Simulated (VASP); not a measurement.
Band structure of Cd$_{4}$Se$_{3}$Te (ordered alloy cell). All values below come from PBEsol GGA, VASP's PBE PAW potentials (set 64) (plane waves; VASP 6.6.1).

Unless said otherwise, spin-orbit coupling is left out, though it shifts the bands of the heavy elements here.

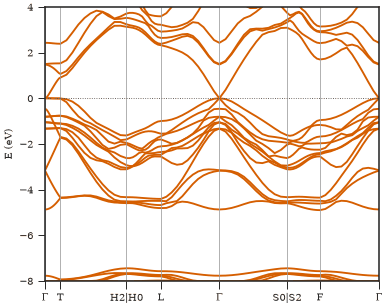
Figure. Bands along high-symmetry lines, zero at the valence-band maximum or, without a gap, the Fermi level

Question: Read the plot: is there a gap, and where are the band edges?

Answer: It has no gap at this level: it comes out as a metal or semimetal. (Edges off the drawn lines would not show.)

The structure was generated: Cd4Se3Te was put into an ordered model structure (R3m), which need not be its known phase. It was relaxed first.
